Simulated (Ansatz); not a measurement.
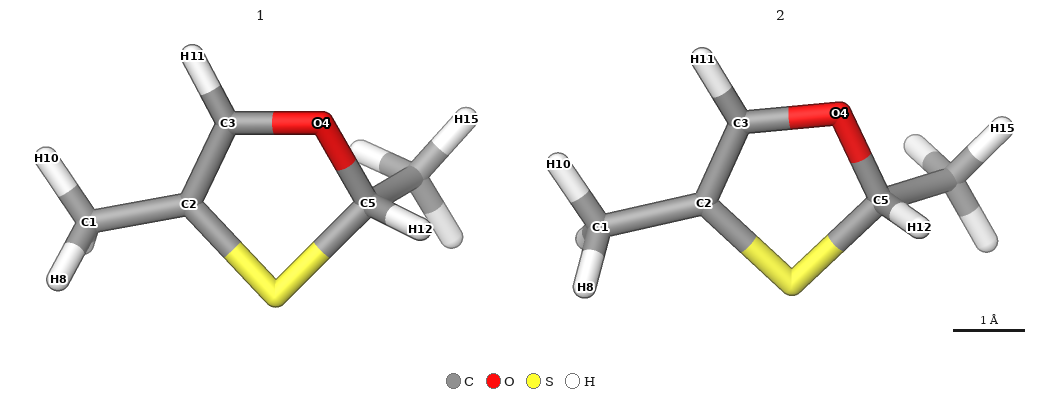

Two geometries of C$_{5}$H$_{8}$OS, drawn at one scale. One is the start of a relaxation, the other its converged end. A stick model, seen at a tilt.

All numbers below come from Ansatz 0.2.0, RKS PBE-D4/6-31G*. Set-up: no spin polarisation; force threshold 0.015 eV/Å; at most 40 steps.

> Which one is relaxed?

Structure 1 is the relaxed one. The run prepares an end point of a later path (torsion) calculation, from a guessed geometry. An H atom moves most after the best rigid fit: 0.52 Å. Largest moves by element: H 0.52 Å, S 0.45 Å, O 0.30 Å, C 0.24 Å. Near-neighbour distances that change, for instance: C–S 1.806 → 1.871 Å, C–S 1.732 → 1.791 Å, C–H 1.060 → 1.106 Å, C–O 1.424 → 1.379 Å. Bond angles that change, for instance: C–C–H 105.6° → 111.8°, H–C–H 113.8° → 107.9°, H–C–H 112.5° → 107.1°. Groups turn about C–O by about 20°, C–S by about 20°. The energy falls by 9.18 kcal/mol in 11 geometry steps. The largest force component goes from 2.4 to 0.0077 eV/Å. The run took 28 s on 2 threads of Intel(R) Xeon(R) Platinum 8488C (Sapphire Rapids) (shared host), peak memory 0.19 GiB.
